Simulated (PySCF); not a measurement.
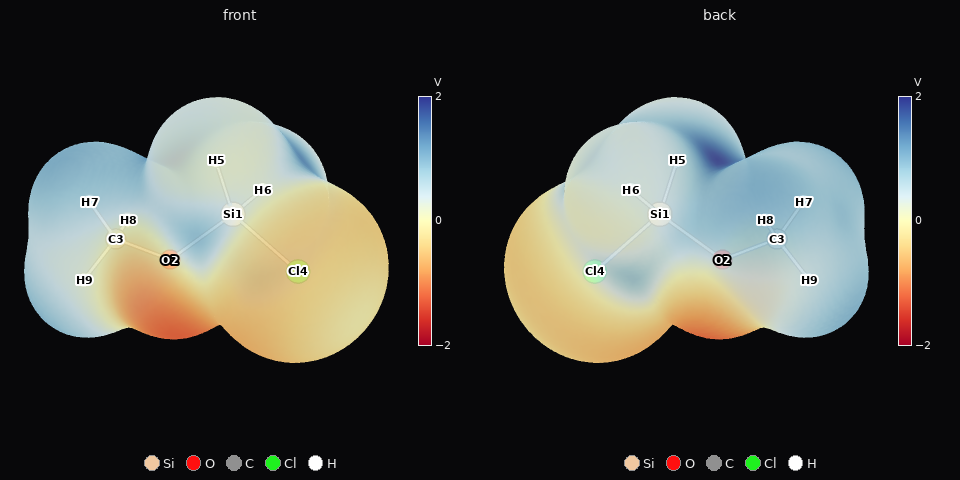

The picture shows: CH5ClOSi. The molecular electrostatic potential painted on the density surface at 0.002 e/bohr³, seen from the front and from behind; the colour scale runs from red (negative) to blue (positive).

Geometry: PBE0-D3(BJ)/def2-SVP.

All numbers below come from PySCF, PBE0/pcSseg-2, SCF density, gas phase, non-relativistic.

```
atom    x (Å)    y (Å)    z (Å)
  Si   1.5454   0.3589  -0.3810
   O   0.2797  -0.6964  -0.4912
   C  -1.0554  -0.3747  -0.2093
  Cl   3.2206  -0.6639  -0.9829
   H   1.7501   0.8136   1.0232
   H   1.3455   1.5262  -1.2859
   H  -1.2028  -0.1191   0.8559
   H  -1.4183   0.4721  -0.8207
   H  -1.6817  -1.2496  -0.4378
```

### Describe the electrostatic potential map.

The most negative region (about −1.2 V) lies over O2, the most positive (about +1.7 V) over Si1. O2 is the likeliest acceptor of a hydrogen bond.
